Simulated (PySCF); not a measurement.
C₃H₇NSi, SMILES C=C/C=N/[SiH3], geometry in Å:

```xyz
12

C     -2.4634     0.8397     0.4487
C     -1.6151    -0.0681    -0.0498
C     -0.1636     0.0812     0.0505
N      0.6461    -0.7771    -0.4210
Si     2.3884    -0.6617    -0.3493
H     -3.5466     0.7211     0.3694
H     -2.0949     1.7376     0.9563
H     -1.9679    -0.9700    -0.5599
H      0.1687     1.0082     0.5735
H      2.9160    -1.8712     0.3467
H      2.8583     0.5692     0.3754
H      2.9177    -0.6393    -1.7442
```

Vertical TDDFT excitations, PBE0/def2-TZVPD, PySCF, at a PBE0-D3(BJ)/def2-SVP geometry (no frequency check), gas phase.

**Where does it absorb, and how strongly?**

The lowest singlet lies at 3.71 eV (334 nm, f = 0.000); the brightest of the first 10 is S2 at 5.77 eV (215 nm), f = 0.710, mainly HOMO−1 → LUMO (94 %). No singlet lies below 3.1 eV (beyond 400 nm), so at this level no vertical transition falls in the visible.


```tsv
state	E (eV)	λ (nm)	f	main character
S1	3.71	334	0.000	HOMO → LUMO (98 %)
S2	5.77	215	0.710	HOMO−1 → LUMO (94 %)
S3	6.31	197	0.087	HOMO → LUMO+1 (85 %)
S4	6.61	188	0.002	HOMO−3 → LUMO (63 %)
S5	6.64	187	0.002	HOMO → LUMO+4 (66 %)
S6	6.83	182	0.015	HOMO → LUMO+2 (54 %)
S7	6.94	179	0.004	HOMO−2 → LUMO (60 %)
S8	7.07	175	0.015	HOMO−1 → LUMO+1 (97 %)
S9	7.08	175	0.035	HOMO → LUMO+3 (91 %)
S10	7.18	173	0.093	HOMO → LUMO+5 (94 %)
```

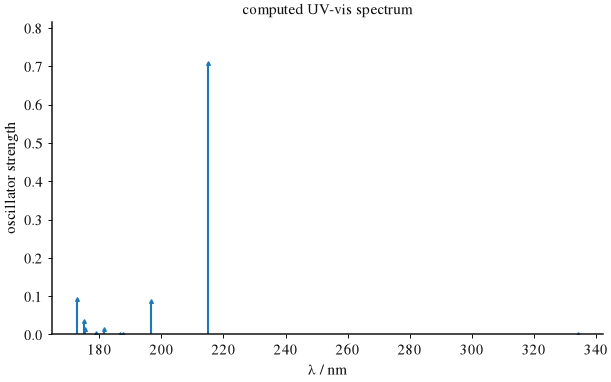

The lowest 10 singlet states are shown.

Caveats: one conformer of a flexible molecule; core orbitals are frozen in the response.
